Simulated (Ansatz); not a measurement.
**Molecular dynamics of BH2F3 (part 1 of 3)**

- system: BH2F3
- method: RKS PBE0-D4/def2-SVP (Ansatz 0.2.0)

Figures and captions count atoms from 1; the log counts them from 0 in places.

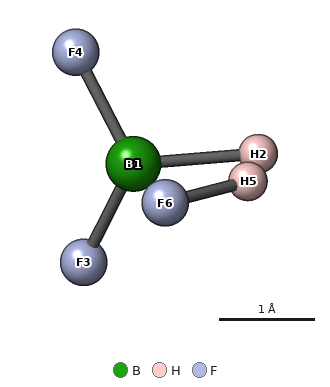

The structure as given in the input (ball-and-stick view, seen at a tilt; atoms are numbered from 1 in the order of the input). Bond lengths as drawn: B–F 1.32 Å, B–H 1.33 Å and F–H 1.14 Å.

Input
```yaml
crystal:
  periodic: [false, false, false]
  atoms:
    - {symbol: B, position_ang: [-0.279911, -0.169308, -0.198936]}
    - {symbol: H, position_ang: [0.522752, 0.829501, -0.572364]}
    - {symbol: F, position_ang: [-0.019915, -1.289731, -0.853198]}
    - {symbol: F, position_ang: [-1.528769, 0.232274, -0.025476]}
    - {symbol: H, position_ang: [0.819739, 0.576304, 0.434568]}
    - {symbol: F, position_ang: [0.486203, -0.179041, 1.215506]}
basis:
  gaussian: {orbitals: def2-SVP}
hamiltonian: {xc: pbe0, dispersion: d4}
md: {n_steps: 60, timestep: 0.25, temperature: 1500, ensemble: nve, seed: 191, initial_velocities: maxwell_boltzmann}
```

Run on 2 threads of Arm Neoverse V1, 23 GiB of memory available, shared host.

Launch command:
```bash
ansatz run in.yaml --threads 2 --pin off --events-out ev --progress --plain --max-ram 4352MiB
```

What the program printed
```
Functional definition: PBE0
  name "PBE0"
  cite "Adamo & Barone, J. Chem. Phys. 110, 6158 (1999) doi:10.1063/1.478522"
  cite "Perdew, Burke & Ernzerhof, Phys. Rev. Lett. 77, 3865 (1996) doi:10.1103/PhysRevLett.77.3865"
  parent pbe
  parameter a = 0.25
  parameter kappa = 0.804
  parameter beta = 0.06672455060314922
  exchange = (1 - a)*pbe_x(kappa = kappa, mu = beta*pi^2/3) + a*exact_x
  correlation = pbe_c(beta = beta)
694 factors; integrals over basis functions are off by at most 3.5e-4 eV
mean field evaluation 1: about -8844.1354 eV, gradient 3.6e1 eV
mean field evaluation 2: about -8842.6709 eV, gradient 4.9e1 eV
mean field evaluation 4: about -8846.0770 eV, gradient 1.1e0 eV
mean field evaluation 8: about -8846.1223 eV, gradient 5.0e-3 eV
mean field -8846.12226239 eV, -325.0889970259 hartree, gradient 1.8e-5 eV, S^2 0.000000; 0 other end points of the search recorded, 0 dependent functions left out
the calculation of the forces begins
reference -8846.12228108 eV, -325.0889977125 hartree; 17, 17 occupied and 49, 49 virtual orbitals, 694 factors
md step     0: t =     0.00 fs  T =  1500.0 K  F+E_penalty+E_count = -8846.17046854 eV  E_kin = 0.775560 eV  conserved = -8845.39490855 eV  (23 SCF iters)
these checks for a lower state are left out or cut short: starts, cluster_reference, orbital_swaps, neighbouring_geometries, increment
694 factors; integrals over basis functions are off by at most 3.6e-4 eV
mean field evaluation 16: about -8846.0771 eV, gradient 1.9e-3 eV
mean field -8846.12084263 eV, -325.0889448508 hartree, gradient 9.8e-6 eV, S^2 0.000000; 0 other end points of the search recorded, 0 dependent functions left out
the calculation of the forces begins
reference -8846.12086132 eV, -325.0889455375 hartree; 17, 17 occupied and 49, 49 virtual orbitals, 694 factors
md step     1: t =     0.25 fs  T =  1497.3 K  F+E_penalty+E_count = -8846.16908790 eV  E_kin = 0.774178 eV  conserved = -8845.39490961 eV  (30 SCF iters)
[... from here on the SCF iterations and repeated set-up lines of each step are left out, up to the last step ...]
md step     2: t =     0.50 fs  T =  1489.3 K  F+E_penalty+E_count = -8846.16493519 eV  E_kin = 0.770027 eV  conserved = -8845.39490787 eV  (30 SCF iters)
md step     3: t =     0.75 fs  T =  1476.0 K  F+E_penalty+E_count = -8846.15804460 eV  E_kin = 0.763141 eV  conserved = -8845.39490328 eV  (29 SCF iters)
md step     4: t =     1.00 fs  T =  1457.5 K  F+E_penalty+E_count = -8846.14849524 eV  E_kin = 0.753599 eV  conserved = -8845.39489586 eV  (30 SCF iters)
md step     5: t =     1.25 fs  T =  1434.2 K  F+E_penalty+E_count = -8846.13641085 eV  E_kin = 0.741525 eV  conserved = -8845.39488567 eV  (30 SCF iters)
md step     6: t =     1.50 fs  T =  1406.2 K  F+E_penalty+E_count = -8846.12195885 eV  E_kin = 0.727086 eV  conserved = -8845.39487282 eV  (30 SCF iters)
md step     7: t =     1.75 fs  T =  1374.2 K  F+E_penalty+E_count = -8846.10534868 eV  E_kin = 0.710491 eV  conserved = -8845.39485744 eV  (29 SCF iters)
md step     8: t =     2.00 fs  T =  1338.4 K  F+E_penalty+E_count = -8846.08682952 eV  E_kin = 0.691990 eV  conserved = -8845.39483973 eV  (30 SCF iters)
md step     9: t =     2.25 fs  T =  1299.4 K  F+E_penalty+E_count = -8846.06668725 eV  E_kin = 0.671867 eV  conserved = -8845.39481990 eV  (29 SCF iters)
md step    10: t =     2.50 fs  T =  1258.0 K  F+E_penalty+E_count = -8846.04524113 eV  E_kin = 0.650443 eV  conserved = -8845.39479853 eV  (29 SCF iters)
md step    11: t =     2.75 fs  T =  1214.7 K  F+E_penalty+E_count = -8846.02283835 eV  E_kin = 0.628063 eV  conserved = -8845.39477535 eV  (29 SCF iters)
md step    12: t =     3.00 fs  T =  1170.3 K  F+E_penalty+E_count = -8845.99985100 eV  E_kin = 0.605100 eV  conserved = -8845.39475098 eV  (30 SCF iters)
md step    13: t =     3.25 fs  T =  1125.5 K  F+E_penalty+E_count = -8845.97666953 eV  E_kin = 0.581944 eV  conserved = -8845.39472581 eV  (30 SCF iters)
md step    14: t =     3.50 fs  T =  1081.1 K  F+E_penalty+E_count = -8845.95369716 eV  E_kin = 0.558997 eV  conserved = -8845.39470012 eV  (30 SCF iters)
md step    15: t =     3.75 fs  T =  1038.0 K  F+E_penalty+E_count = -8845.93134424 eV  E_kin = 0.536670 eV  conserved = -8845.39467454 eV  (25 SCF iters)
md step    16: t =     4.00 fs  T =   996.8 K  F+E_penalty+E_count = -8845.91002126 eV  E_kin = 0.515372 eV  conserved = -8845.39464935 eV  (30 SCF iters)
md step    17: t =     4.25 fs  T =   958.4 K  F+E_penalty+E_count = -8845.89013305 eV  E_kin = 0.495508 eV  conserved = -8845.39462502 eV  (30 SCF iters)
md step    18: t =     4.50 fs  T =   923.5 K  F+E_penalty+E_count = -8845.87207215 eV  E_kin = 0.477470 eV  conserved = -8845.39460193 eV  (30 SCF iters)
md step    19: t =     4.75 fs  T =   892.8 K  F+E_penalty+E_count = -8845.85621284 eV  E_kin = 0.461632 eV  conserved = -8845.39458046 eV  (30 SCF iters)
md step    20: t =     5.00 fs  T =   867.1 K  F+E_penalty+E_count = -8845.84290558 eV  E_kin = 0.448345 eV  conserved = -8845.39456098 eV  (30 SCF iters)
md step    21: t =     5.25 fs  T =   847.0 K  F+E_penalty+E_count = -8845.83247172 eV  E_kin = 0.437928 eV  conserved = -8845.39454371 eV  (30 SCF iters)
md step    22: t =     5.50 fs  T =   833.0 K  F+E_penalty+E_count = -8845.82519935 eV  E_kin = 0.430670 eV  conserved = -8845.39452904 eV  (30 SCF iters)
md step    23: t =     5.75 fs  T =   825.5 K  F+E_penalty+E_count = -8845.82133890 eV  E_kin = 0.426822 eV  conserved = -8845.39451715 eV  (30 SCF iters)
md step    24: t =     6.00 fs  T =   825.1 K  F+E_penalty+E_count = -8845.82109951 eV  E_kin = 0.426591 eV  conserved = -8845.39450843 eV  (30 SCF iters)
md step    25: t =     6.25 fs  T =   831.9 K  F+E_penalty+E_count = -8845.82464472 eV  E_kin = 0.430141 eV  conserved = -8845.39450322 eV  (29 SCF iters)
md step    26: t =     6.50 fs  T =   846.3 K  F+E_penalty+E_count = -8845.83208869 eV  E_kin = 0.437587 eV  conserved = -8845.39450174 eV  (30 SCF iters)
md step    27: t =     6.75 fs  T =   868.4 K  F+E_penalty+E_count = -8845.84349414 eV  E_kin = 0.448990 eV  conserved = -8845.39450397 eV  (30 SCF iters)
md step    28: t =     7.00 fs  T =   898.1 K  F+E_penalty+E_count = -8845.85887368 eV  E_kin = 0.464364 eV  conserved = -8845.39450948 eV  (30 SCF iters)
md step    29: t =     7.25 fs  T =   935.5 K  F+E_penalty+E_count = -8845.87819619 eV  E_kin = 0.483679 eV  conserved = -8845.39451764 eV  (30 SCF iters)
md step    30: t =     7.50 fs  T =   980.3 K  F+E_penalty+E_count = -8845.90139718 eV  E_kin = 0.506870 eV  conserved = -8845.39452746 eV  (29 SCF iters)
md step    31: t =     7.75 fs  T =  1032.5 K  F+E_penalty+E_count = -8845.92839319 eV  E_kin = 0.533855 eV  conserved = -8845.39453782 eV  (30 SCF iters)
md step    32: t =     8.00 fs  T =  1091.9 K  F+E_penalty+E_count = -8845.95909809 eV  E_kin = 0.564551 eV  conserved = -8845.39454753 eV  (26 SCF iters)
md step    33: t =     8.25 fs  T =  1158.3 K  F+E_penalty+E_count = -8845.99343992 eV  E_kin = 0.598884 eV  conserved = -8845.39455547 eV  (31 SCF iters)
md step    34: t =     8.50 fs  T =  1231.7 K  F+E_penalty+E_count = -8846.03137602 eV  E_kin = 0.636815 eV  conserved = -8845.39456078 eV  (31 SCF iters)
md step    35: t =     8.75 fs  T =  1312.0 K  F+E_penalty+E_count = -8846.07290346 eV  E_kin = 0.678340 eV  conserved = -8845.39456332 eV  (31 SCF iters)
md step    36: t =     9.00 fs  T =  1399.3 K  F+E_penalty+E_count = -8846.11805995 eV  E_kin = 0.723496 eV  conserved = -8845.39456350 eV  (31 SCF iters)
md step    37: t =     9.25 fs  T =  1493.8 K  F+E_penalty+E_count = -8846.16691315 eV  E_kin = 0.772350 eV  conserved = -8845.39456292 eV  (30 SCF iters)
md step    38: t =     9.50 fs  T =  1595.6 K  F+E_penalty+E_count = -8846.21953409 eV  E_kin = 0.824970 eV  conserved = -8845.39456403 eV  (31 SCF iters)
md step    39: t =     9.75 fs  T =  1704.7 K  F+E_penalty+E_count = -8846.27595730 eV  E_kin = 0.881387 eV  conserved = -8845.39457000 eV  (31 SCF iters)
md step    40: t =    10.00 fs  T =  1821.0 K  F+E_penalty+E_count = -8846.33613126 eV  E_kin = 0.941547 eV  conserved = -8845.39458387 eV  (31 SCF iters)
md step    41: t =    10.25 fs  T =  1944.3 K  F+E_penalty+E_count = -8846.39987013 eV  E_kin = 1.005262 eV  conserved = -8845.39460839 eV  (31 SCF iters)
md step    42: t =    10.50 fs  T =  2073.7 K  F+E_penalty+E_count = -8846.46681573 eV  E_kin = 1.072171 eV  conserved = -8845.39464441 eV  (31 SCF iters)
md step    43: t =    10.75 fs  T =  2208.2 K  F+E_penalty+E_count = -8846.53642403 eV  E_kin = 1.141733 eV  conserved = -8845.39469125 eV  (31 SCF iters)
md step    44: t =    11.00 fs  T =  2346.5 K  F+E_penalty+E_count = -8846.60797933 eV  E_kin = 1.213233 eV  conserved = -8845.39474616 eV  (29 SCF iters)
md step    45: t =    11.25 fs  T =  2486.9 K  F+E_penalty+E_count = -8846.68063784 eV  E_kin = 1.285833 eV  conserved = -8845.39480522 eV  (29 SCF iters)
md step    46: t =    11.50 fs  T =  2627.7 K  F+E_penalty+E_count = -8846.75349048 eV  E_kin = 1.358626 eV  conserved = -8845.39486408 eV  (30 SCF iters)
md step    47: t =    11.75 fs  T =  2767.1 K  F+E_penalty+E_count = -8846.82563224 eV  E_kin = 1.430713 eV  conserved = -8845.39491930 eV  (30 SCF iters)
md step    48: t =    12.00 fs  T =  2903.6 K  F+E_penalty+E_count = -8846.89622157 eV  E_kin = 1.501254 eV  conserved = -8845.39496778 eV  (30 SCF iters, 3 dispersion substeps)
md step    49: t =    12.25 fs  T =  3035.6 K  F+E_penalty+E_count = -8846.96452138 eV  E_kin = 1.569514 eV  conserved = -8845.39500766 eV  (29 SCF iters, 3 dispersion substeps)
md step    50: t =    12.50 fs  T =  3162.0 K  F+E_penalty+E_count = -8847.02992020 eV  E_kin = 1.634881 eV  conserved = -8845.39503925 eV  (24 SCF iters, 3 dispersion substeps)
md step    51: t =    12.75 fs  T =  3281.9 K  F+E_penalty+E_count = -8847.09193501 eV  E_kin = 1.696871 eV  conserved = -8845.39506397 eV  (29 SCF iters, 3 dispersion substeps)
md step    52: t =    13.00 fs  T =  3394.5 K  F+E_penalty+E_count = -8847.15019884 eV  E_kin = 1.755115 eV  conserved = -8845.39508383 eV  (29 SCF iters, 3 dispersion substeps)
md step    53: t =    13.25 fs  T =  3499.4 K  F+E_penalty+E_count = -8847.20443352 eV  E_kin = 1.809331 eV  conserved = -8845.39510267 eV  (29 SCF iters, 3 dispersion substeps)
md step    54: t =    13.50 fs  T =  3596.0 K  F+E_penalty+E_count = -8847.25440350 eV  E_kin = 1.859281 eV  conserved = -8845.39512276 eV  (28 SCF iters, 3 dispersion substeps)
md step    55: t =    13.75 fs  T =  3683.9 K  F+E_penalty+E_count = -8847.29986926 eV  E_kin = 1.904722 eV  conserved = -8845.39514717 eV  (29 SCF iters, 3 dispersion substeps)
md step    56: t =    14.00 fs  T =  3762.5 K  F+E_penalty+E_count = -8847.34054128 eV  E_kin = 1.945364 eV  conserved = -8845.39517765 eV  (29 SCF iters, 3 dispersion substeps)
md step    57: t =    14.25 fs  T =  3831.1 K  F+E_penalty+E_count = -8847.37604889 eV  E_kin = 1.980834 eV  conserved = -8845.39521476 eV  (28 SCF iters, 3 dispersion substeps)
md step    58: t =    14.50 fs  T =  3888.8 K  F+E_penalty+E_count = -8847.40592612 eV  E_kin = 2.010668 eV  conserved = -8845.39525832 eV  (28 SCF iters, 3 dispersion substeps)
md step    59: t =    14.75 fs  T =  3934.5 K  F+E_penalty+E_count = -8847.42961477 eV  E_kin = 2.034307 eV  conserved = -8845.39530728 eV  (29 SCF iters, 3 dispersion substeps)
these checks for a lower state are left out or cut short: starts, cluster_reference, orbital_swaps, neighbouring_geometries, increment
694 factors; integrals over basis functions are off by at most 8.1e-4 eV
mean field evaluation 480: about -8847.3938 eV, gradient 9.1e-6 eV
mean field -8847.39381141 eV, -325.1357255902 hartree, gradient 9.1e-6 eV, S^2 0.000000; 0 other end points of the search recorded, 0 dependent functions left out
the calculation of the forces begins
reference -8847.39382996 eV, -325.1357262721 hartree; 17, 17 occupied and 49, 49 virtual orbitals, 694 factors
694 factors; integrals over basis functions are off by at most 8.1e-4 eV
mean field -8847.39381141 eV, -325.1357255902 hartree, gradient 9.1e-6 eV, S^2 0.000000; 1 other end points of the search recorded, 0 dependent functions left out
the calculation of the forces begins
reference -8847.39382996 eV, -325.1357262721 hartree; 17, 17 occupied and 49, 49 virtual orbitals, 694 factors
md step    60: t =    15.00 fs  T =  3967.1 K  F+E_penalty+E_count = -8847.44648470 eV  E_kin = 2.051127 eV  conserved = -8845.39535813 eV  (24 SCF iters, 3 dispersion substeps)
```

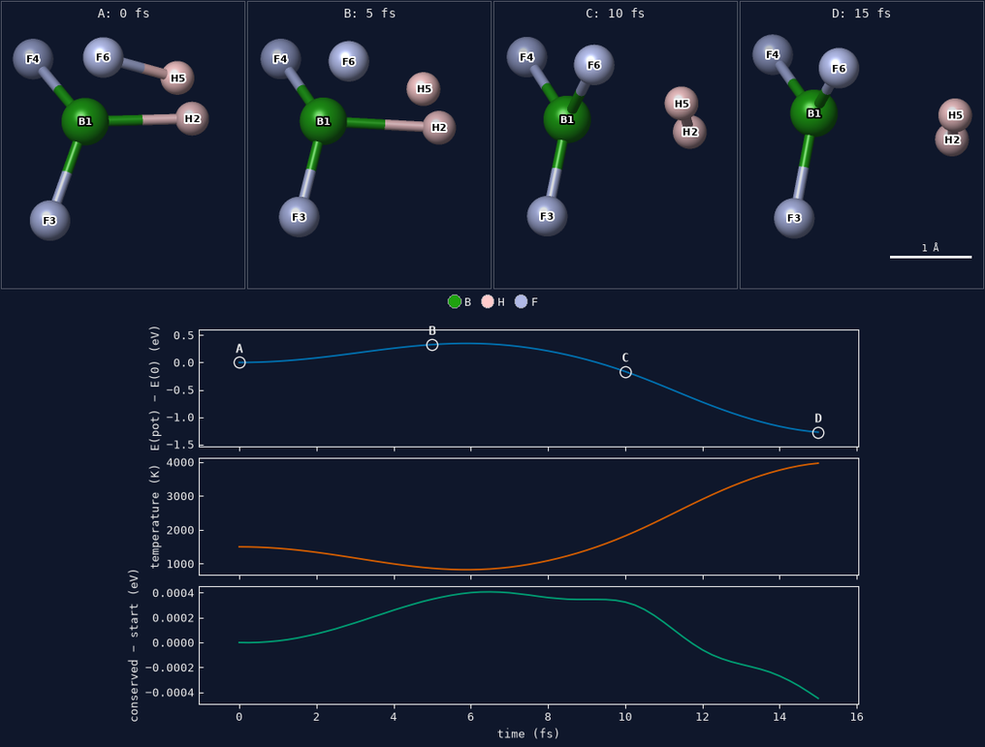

Frames of the molecular dynamics (ball-and-stick, seen at a tilt) above the curves, on which the letters mark them. The trajectory kept here has 61 frames over 15 fs. The temperature starts at 1500 K, ranges from 825 to 3967 K and averages 2491 K over the second half. The potential energy ends 1.276 eV below its first value. The conserved quantity stays within 0.00086 eV. After an unweighted best fit of the last frame on the first, the root-mean-square displacement is 0.32 Å.

```
Total energy: -8847.44650326 eV, -325.1376619801 hartree
Atom 0 at    -0.309436    -0.256001     0.006367 Å, force    -1.344659    -1.114521     0.351065 eV/Å
Atom 1 at     0.578924     1.035812    -1.013313 Å, force     0.304922     0.052050     0.477538 eV/Å
Atom 2 at     0.083310    -1.257765    -0.786990 Å, force    -1.103813     0.693477    -0.617639 eV/Å
Atom 3 at    -1.581020     0.310173    -0.034708 Å, force     2.952426    -1.037510    -0.106925 eV/Å
Atom 4 at     0.956083     0.896844    -0.334355 Å, force    -0.154437     0.595479    -0.900099 eV/Å
Atom 5 at     0.441815    -0.267530     1.105906 Å, force    -0.654439     0.811025     0.796060 eV/Å
Dipole moment:     0.182981     0.271953    -0.139942 e Å
```

Trajectory as extended XYZ (Å, eV, eV/Å), 61 frames, from step=0 to step=60
```
6
Properties=species:S:1:pos:R:3:forces:R:3 step=0 time_fs=0.0 energy=-8846.17047 temperature=1500.0
B    -0.2799   -0.1693   -0.1989   -0.0266  -0.0408   0.0265
H     0.5228    0.8295   -0.5724    0.0320   0.0683  -0.0674
F    -0.0199   -1.2897   -0.8532   -0.0027  -0.0108   0.0084
F    -1.5288    0.2323   -0.0255   -0.0058  -0.0077   0.0101
H     0.8197    0.5763    0.4346    0.0318   0.0058   0.0473
F     0.4862   -0.1790    1.2155   -0.0287  -0.0149  -0.0250
6
Properties=species:S:1:pos:R:3:forces:R:3 step=1 time_fs=0.2 energy=-8846.16909 temperature=1497.3
B    -0.2855   -0.1717   -0.1990    0.2590   0.0585   0.1008
H     0.5263    0.8258   -0.5762   -0.0022   0.0679  -0.0423
F    -0.0180   -1.2873   -0.8506   -0.0231  -0.1715  -0.0888
F    -1.5276    0.2329   -0.0256   -0.2135   0.0419   0.0257
H     0.8179    0.5737    0.4277    0.0439   0.0323   0.0069
F     0.4863   -0.1804    1.2137   -0.0641  -0.0291  -0.0023
6
Properties=species:S:1:pos:R:3:forces:R:3 step=2 time_fs=0.5 energy=-8846.16494 temperature=1489.3
B    -0.2911   -0.1741   -0.1990    0.5471   0.1540   0.1760
H     0.5298    0.8222   -0.5801   -0.0351   0.0688  -0.0173
F    -0.0161   -1.2849   -0.8481   -0.0418  -0.3335  -0.1872
F    -1.5265    0.2336   -0.0258   -0.4265   0.0945   0.0421
H     0.8161    0.5712    0.4209    0.0560   0.0590  -0.0336
F     0.4863   -0.1818    1.2119   -0.0997  -0.0429   0.0201
```
